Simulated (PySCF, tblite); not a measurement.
# C6H9NSi: dynamics, then NMR shifts on frames, part 2 of 2

tblite 0.8.0 and PySCF 2.14.0. Atoms count from 0.

### Step 5. NMR shieldings: 625 fs, PBE0/pcSseg-1

What the job is given:

```
{"job": {"kind": "nmr", "xc": "PBE0", "basis": "pcSseg-1", "pop": false}, "charge": 0, "multiplicity": 1}
N      0.311300    -2.427200     0.486800
C     -0.240000    -1.432600     0.446200
C     -0.872100    -0.096200     0.240300
C     -0.052500     1.052700     0.790400
Si     0.913600     2.212700    -0.477200
C     -2.373500    -0.074100     0.493300
C     -2.760300    -1.047100    -0.676200
C     -1.874600     0.122100    -0.866000
H      0.786600     0.562200     1.237800
H     -0.575700     1.671500     1.508000
H     -0.128600     3.101400    -0.794100
H      1.199600     1.422700    -1.675900
H      2.321900     2.663000    -0.395200
H     -3.031500     0.262500     1.283500
H     -3.737500    -0.872200    -0.971100
H     -2.369100    -2.084800    -0.608400
H     -1.637700     0.706400    -1.677400
```

Level: GIAO PBE0/pcSseg-1 NMR shielding, non-relativistic, gas phase.

The log of the run:

```text
coarse grid: 14784 points
cycle   1  E = -577.5253041064  dE =  1.229e+00  |g| = 4.799e-01  |ddm| = 3.892e+00
cycle   2  E = -577.4013551329  dE =  1.239e-01  |g| = 9.096e-01  |ddm| = 1.176e+00
cycle   3  E = -577.5787438658  dE = -1.774e-01  |g| = 1.498e-01  |ddm| = 8.101e-01
cycle   4  E = -577.5837837709  dE = -5.040e-03  |g| = 3.952e-02  |ddm| = 1.779e-01
cycle   5  E = -577.5841457271  dE = -3.620e-04  |g| = 1.031e-02  |ddm| = 4.827e-02
cycle   6  E = -577.5841725053  dE = -2.678e-05  |g| = 2.202e-03  |ddm| = 1.405e-02
cycle   7  E = -577.5841735106  dE = -1.005e-06  |g| = 8.573e-04  |ddm| = 3.176e-03
final grid: 138520 points
cycle   8  E = -577.6309948118  dE = -3.920e-05  |g| = 6.955e-03  |ddm| = 4.257e-02
cycle   9  E = -577.6309911337  dE =  3.678e-06  |g| = 7.981e-03  |ddm| = 1.793e-02
cycle  10  E = -577.6310073612  dE = -1.623e-05  |g| = 8.078e-04  |ddm| = 9.049e-03
cycle  11  E = -577.6310074830  dE = -1.218e-07  |g| = 3.994e-04  |ddm| = 1.079e-03
cycle  12  E = -577.6310075123  dE = -2.930e-08  |g| = 1.588e-04  |ddm| = 3.764e-04
cycle  13  E = -577.6310075175  dE = -5.230e-09  |g| = 4.013e-05  |ddm| = 1.556e-04
cycle  14  E = -577.6310075179  dE = -3.515e-10  |g| = 7.724e-06  |ddm| = 4.032e-05
converged SCF energy = -577.6310075179

GIAO shielding tensors (ppm)
atom      isotropic    diamagn.    paramagn.     s11        s22        s33       span
  0 N      -26.422     341.651    -368.073   -200.341   -189.950    311.026    511.367
  1 C       62.506     260.674    -198.168    -54.155    -49.874    291.545    345.700
  2 C      147.901     240.753     -92.851    116.150    136.186    191.369     75.218
  3 C      178.490     249.413     -70.923    158.973    164.115    212.382     53.410
  4 Si     434.024     880.020    -445.996    336.915    452.849    512.308    175.393
  5 C      161.538     252.381     -90.843    106.062    177.596    200.956     94.894
  6 C      166.520     259.006     -92.486    142.491    152.079    204.989     62.498
  7 C      163.970     245.443     -81.474    125.554    179.621    186.735     61.181
  8 H       30.665      31.770      -1.105     24.469     30.997     36.530     12.061
  9 H       30.896      30.775       0.121     24.431     30.294     37.965     13.534
 10 H       28.334      30.361      -2.027     23.660     27.018     34.325     10.665
 11 H       27.790      30.994      -3.204     23.820     28.126     31.425      7.605
 12 H       26.901      28.244      -1.343     23.459     24.426     32.819      9.360
 13 H       27.996      31.932      -3.936     21.695     26.806     35.486     13.792
 14 H       32.116      31.278       0.838     25.559     27.922     42.868     17.309
 15 H       30.121      30.898      -0.777     23.459     29.405     37.500     14.040
 16 H       28.836      32.615      -3.779     21.797     29.736     34.973     13.176
```

Run time: 21 s. Hardware: 1 thread of AMD EPYC 9R14, shared host; peak memory 0.95 GiB.

This run: δ C1 124.4, C2 39.0, C5 25.4, C7 23.0, H12 4.82, H11 3.93 ppm.

### Step 6. NMR shieldings: 800 fs, PBE0/pcSseg-1

What the job is given:

```
{"job": {"kind": "nmr", "xc": "PBE0", "basis": "pcSseg-1", "pop": false}, "charge": 0, "multiplicity": 1}
N      0.264000    -2.072600     0.718600
C     -0.445800    -1.186300     0.717100
C     -1.164700     0.078200     0.686000
C     -0.435300     1.315600     1.114700
Si     0.773900     1.612400    -0.487200
C     -2.581300    -0.227900     1.065800
C     -2.934200    -0.970200    -0.187300
C     -2.302000     0.387400    -0.276300
H      0.229800     1.321800     1.927000
H     -1.210300     2.068700     1.426300
H      0.124500     1.208700    -1.696400
H      1.812900     0.629200    -0.173800
H      1.566600     2.883800    -0.644600
H     -3.024100     0.057200     2.042700
H     -3.976300    -1.012000    -0.549400
H     -2.410600    -1.886300    -0.448500
H     -2.653600     1.198900    -0.781600
```

With the program's defaults for keys left out, this is: GIAO PBE0/pcSseg-1 NMR shielding, non-relativistic, gas phase.

The log of the run:

```text
coarse grid: 14784 points
cycle   1  E = -577.5366775491  dE =  1.243e+00  |g| = 4.660e-01  |ddm| = 3.902e+00
cycle   2  E = -577.4189901051  dE =  1.177e-01  |g| = 8.856e-01  |ddm| = 1.242e+00
cycle   3  E = -577.5875319928  dE = -1.685e-01  |g| = 1.464e-01  |ddm| = 8.572e-01
cycle   4  E = -577.5923331167  dE = -4.801e-03  |g| = 4.001e-02  |ddm| = 1.748e-01
cycle   5  E = -577.5927083218  dE = -3.752e-04  |g| = 1.007e-02  |ddm| = 5.153e-02
cycle   6  E = -577.5927337795  dE = -2.546e-05  |g| = 2.267e-03  |ddm| = 1.406e-02
cycle   7  E = -577.5927347907  dE = -1.011e-06  |g| = 8.536e-04  |ddm| = 3.015e-03
final grid: 138520 points
cycle   8  E = -577.6386075175  dE = -3.660e-05  |g| = 6.992e-03  |ddm| = 4.036e-02
cycle   9  E = -577.6386013992  dE =  6.118e-06  |g| = 8.585e-03  |ddm| = 1.739e-02
cycle  10  E = -577.6386198290  dE = -1.843e-05  |g| = 1.570e-03  |ddm| = 9.923e-03
cycle  11  E = -577.6386203234  dE = -4.944e-07  |g| = 4.389e-04  |ddm| = 1.583e-03
cycle  12  E = -577.6386203602  dE = -3.686e-08  |g| = 1.243e-04  |ddm| = 3.927e-04
cycle  13  E = -577.6386203636  dE = -3.384e-09  |g| = 4.080e-05  |ddm| = 1.623e-04
cycle  14  E = -577.6386203640  dE = -3.670e-10  |g| = 8.749e-06  |ddm| = 4.709e-05
converged SCF energy = -577.6386203640

GIAO shielding tensors (ppm)
atom      isotropic    diamagn.    paramagn.     s11        s22        s33       span
  0 N      -30.832     342.461    -373.293   -219.701   -174.867    302.072    521.773
  1 C       63.966     262.687    -198.721    -53.595    -46.019    291.513    345.108
  2 C      147.398     245.941     -98.544    122.809    132.305    187.079     64.270
  3 C      165.992     246.840     -80.848    145.572    159.112    193.291     47.719
  4 Si     406.979     879.688    -472.710    339.100    406.468    475.368    136.269
  5 C      167.723     255.735     -88.013    114.419    184.834    203.915     89.496
  6 C      156.579     254.204     -97.625    134.916    150.228    184.592     49.676
  7 C      170.840     240.791     -69.950    128.368    171.523    212.630     84.262
  8 H       30.994      31.425      -0.431     26.590     28.268     38.123     11.533
  9 H       30.077      30.015       0.062     25.191     28.800     36.239     11.047
 10 H       28.110      31.075      -2.964     23.975     28.450     31.906      7.931
 11 H       27.072      30.936      -3.864     23.292     26.611     31.313      8.021
 12 H       26.960      28.388      -1.429     23.659     24.282     32.937      9.278
 13 H       28.300      31.376      -3.076     22.226     26.218     36.458     14.232
 14 H       29.830      27.348       2.482     24.094     25.468     39.929     15.836
 15 H       30.183      31.342      -1.159     23.719     29.660     37.169     13.450
 16 H       30.520      31.748      -1.229     24.917     28.798     37.845     12.928
```

It took 21 s on 1 thread of AMD EPYC 9R14, shared host; peak memory 0.91 GiB.

Key values: δ C1 123.0, C2 39.5, C6 30.3, C3 20.9, H12 4.76, H11 4.64 ppm.

### Step 7. Nuclear shieldings: 1000 fs, PBE0/pcSseg-1

What the job is given:

```
{"job": {"kind": "nmr", "xc": "PBE0", "basis": "pcSseg-1", "pop": false}, "charge": 0, "multiplicity": 1}
N      0.308200    -1.184700     0.894800
C     -0.416200    -0.248600     0.798700
C     -1.574600     0.540000     0.701400
C     -1.489200     1.984400     0.413100
Si     0.173600     2.207100    -0.713800
C     -2.689900     0.094800     1.538000
C     -2.841800    -1.339100     1.299100
C     -2.748000    -0.347000     0.101100
H     -1.507000     2.727700     1.243900
H     -2.081500     2.227300    -0.427600
H      0.023900     3.120200    -1.865000
H      0.317900     0.947500    -1.492200
H      1.153300     3.015200     0.043600
H     -3.276300     0.632600     2.228700
H     -3.778300    -1.764600     1.629600
H     -2.094400    -2.058600     1.531700
H     -3.502000    -0.147200    -0.647900
```

With the program's defaults for keys left out, this is: GIAO PBE0/pcSseg-1 NMR shielding, non-relativistic, gas phase.

The log of the run:

```text
coarse grid: 14784 points
cycle   1  E = -577.5221588743  dE =  1.215e+00  |g| = 4.596e-01  |ddm| = 3.994e+00
cycle   2  E = -577.3644624913  dE =  1.577e-01  |g| = 9.693e-01  |ddm| = 1.266e+00
cycle   3  E = -577.5715081290  dE = -2.070e-01  |g| = 1.616e-01  |ddm| = 9.030e-01
cycle   4  E = -577.5772390078  dE = -5.731e-03  |g| = 4.535e-02  |ddm| = 1.824e-01
cycle   5  E = -577.5777122517  dE = -4.732e-04  |g| = 1.341e-02  |ddm| = 6.693e-02
cycle   6  E = -577.5777548898  dE = -4.264e-05  |g| = 3.857e-03  |ddm| = 2.070e-02
cycle   7  E = -577.5777582089  dE = -3.319e-06  |g| = 1.138e-03  |ddm| = 4.984e-03
final grid: 138520 points
cycle   8  E = -577.6238531859  dE = -3.806e-05  |g| = 7.364e-03  |ddm| = 3.865e-02
cycle   9  E = -577.6238474443  dE =  5.742e-06  |g| = 8.832e-03  |ddm| = 1.830e-02
cycle  10  E = -577.6238673065  dE = -1.986e-05  |g| = 8.148e-04  |ddm| = 9.816e-03
cycle  11  E = -577.6238674563  dE = -1.498e-07  |g| = 2.556e-04  |ddm| = 1.118e-03
cycle  12  E = -577.6238674695  dE = -1.326e-08  |g| = 1.239e-04  |ddm| = 3.329e-04
cycle  13  E = -577.6238674723  dE = -2.745e-09  |g| = 5.986e-05  |ddm| = 1.404e-04
cycle  14  E = -577.6238674730  dE = -7.242e-10  |g| = 1.510e-05  |ddm| = 5.661e-05
converged SCF energy = -577.6238674730

GIAO shielding tensors (ppm)
atom      isotropic    diamagn.    paramagn.     s11        s22        s33       span
  0 N      -53.445     340.546    -393.991   -244.323   -194.617    278.605    522.928
  1 C       53.197     261.735    -208.537    -71.929    -56.433    287.954    359.884
  2 C      145.786     246.929    -101.144    122.470    138.737    176.151     53.681
  3 C      185.977     252.450     -66.474    166.343    172.448    219.138     52.795
  4 Si     410.542     878.468    -467.926    330.299    379.454    521.874    191.575
  5 C      158.265     247.604     -89.340    124.109    163.493    187.192     63.083
  6 C      153.974     252.104     -98.130    125.505    159.458    176.960     51.455
  7 C      170.711     234.530     -63.818     90.324    205.309    216.501    126.177
  8 H       30.010      28.898       1.111     23.798     28.036     38.195     14.397
  9 H       31.056      31.023       0.034     25.280     31.052     36.836     11.555
 10 H       27.485      28.602      -1.116     24.330     25.209     32.917      8.587
 11 H       26.210      29.483      -3.273     22.242     26.654     29.733      7.491
 12 H       26.695      28.593      -1.897     23.104     24.674     32.307      9.203
 13 H       29.488      31.539      -2.052     22.695     28.010     37.758     15.063
 14 H       30.158      26.380       3.778     24.476     26.172     39.825     15.349
 15 H       30.424      32.435      -2.011     24.516     29.476     37.279     12.763
 16 H       29.659      27.516       2.143     22.619     26.926     39.432     16.814
```

Run time: 21 s. Hardware: 1 thread of AMD EPYC 9R14, shared host; peak memory 0.91 GiB.

This run: δ C1 133.7, C2 41.1, C6 33.0, C5 28.7, H11 5.51, H12 5.02 ppm.

### Step 8. Side by side: NMR shifts

Shifts (ppm) of some atoms, chosen among heavy atoms and hydrogens apart, with basis size and wall time:

```csv
frame,C1,C7,C3,H13,H14,N0,Si4,functions,time
250 fs,117.7,31.4,11.8,4.80,2.24,298.2,-69.1,188,21 s
425 fs,126.0,20.0,11.0,4.87,-0.06,310.7,-77.0,188,21 s
625 fs,124.4,23.0,8.4,3.72,-0.40,294.2,-84.9,188,21 s
800 fs,123.0,16.1,20.9,3.42,1.89,298.6,-57.8,188,21 s
1000 fs,133.7,16.2,0.9,2.23,1.56,321.2,-61.4,188,21 s
```

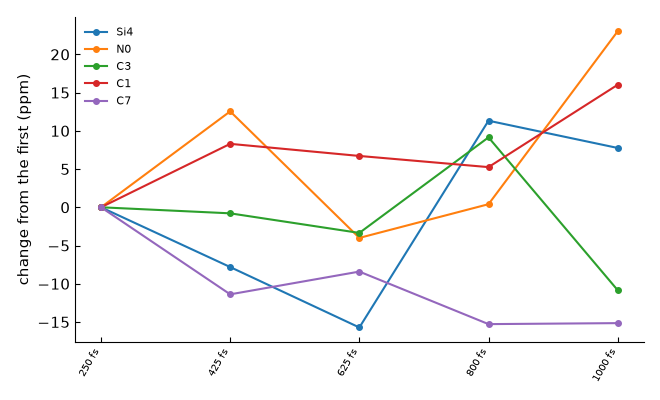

How five of the tabulated atoms move from run to run.

### Step 9. Results

This closing draws on all 2 parts.

| quantity | value |
| --- | --- |
| thermostat | 600 K |
| mean temperature, second half | 597 K |
| mean potential energy above the minimum | 1.25 eV |
| ¹³C shifts against TMS (PBE0/pcSseg-1, 250 fs) | 117.7, 33.4, 31.4, 28.6, 28.5, 11.8 ppm |
| ¹H shifts against TMS (PBE0/pcSseg-1, 250 fs) | 4.92, 4.80, 4.20, 3.90, 3.08, 2.86, 2.24, 1.83, 1.74 ppm |
| ¹⁵N shifts against NH3 (PBE0/pcSseg-1, 250 fs) | 298.2 ppm |
| ²⁹Si shifts against TMS (PBE0/pcSseg-1, 250 fs) | -69.1 ppm |
| range of the shift of Si4 | -84.9 to -57.8 ppm |

In words: In the second half the potential energy averages 1.25 eV above the minimum; equipartition over 45 harmonic modes at 600 K would give 1.16 eV. With 17 atoms the temperature swings widely (349 to 892 K). Shifts at one fixed geometry are not the observed spectrum, which averages over the motion. In the first frame run (250 fs): Shielding is most anisotropic at N0 (span 540 ppm, paramagnetic term -372 ppm). Across the 5 runs the shift of Si4 moves most, between -84.9 (625 fs) and -57.8 ppm (800 fs).
